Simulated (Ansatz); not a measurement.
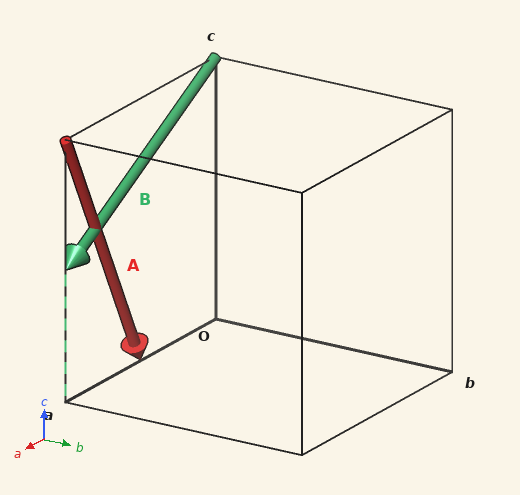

Crystal: Nb, the end point of a relaxation with DFT, m-r2SCAN, plane waves (500 eV) with PAW, scalar-relativistic (Ansatz 0.2.0). Each arrow starts at a corner of the unit cell and ends on its surface; where a tip isn't a corner, dashed lines run from it parallel to the axes. The drawing is computed from the coordinates (standard cell, symmetry found to 0.002 Å).

a = 3.300 Å, b = 3.300 Å, c = 3.300 Å, α = 90.00°, β = 90.00°, γ = 90.00°.

Give [uvw] of each arrow.

Arrow A runs from (1, 0, 1) to (1/2, 0, 0), so [−1 0 −2]; Arrow B runs from (0, 0, 1) to (1, 0, 1/2), so [2 0 −1].

How long is the vector ua + vb + wc in each case, and what angles do the directions make?

A 7.378 Å; B 7.378 Å. A–B: 90.0°.

In No. 229, Im-3m, how many directions are equivalent to A (Laue class m-3m, both senses counted)?

24.
